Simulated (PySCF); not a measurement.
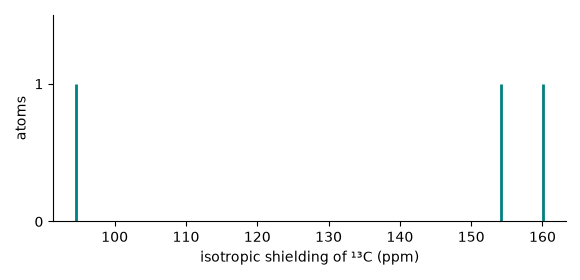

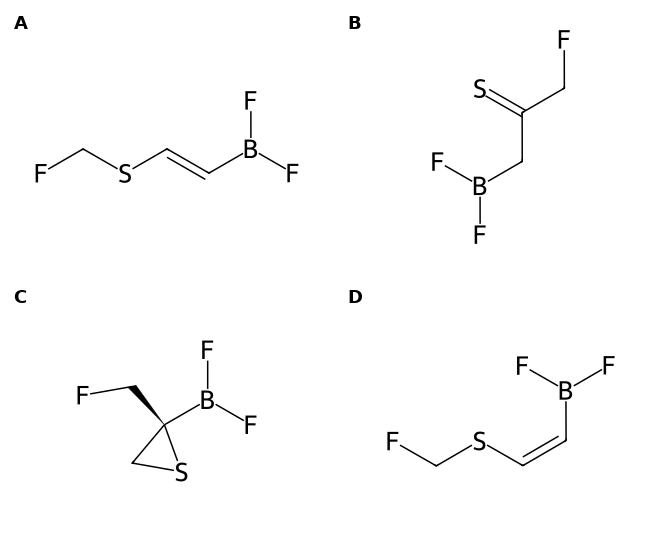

The sticks are computed shieldings of one of the molecules, for one fixed geometry (GFN2-xTB) without averaging over rotations. Low shielding means a high chemical shift. Method: GIAO PBE0/pcSseg-1 NMR shielding, non-relativistic, gas phase (PySCF 2.14.0).

Match the spectrum to a structure.

Answer. C, `FC[C@]1(B(F)F)CS1`. Its 3 C atoms give lines at 94.6, 154.2, 160.0 ppm.

The geometry is semi-empirical. Around B such bond lengths and angles can be off by a tenth of an ångström or more and by several degrees, and values that hang on the shape move with them.
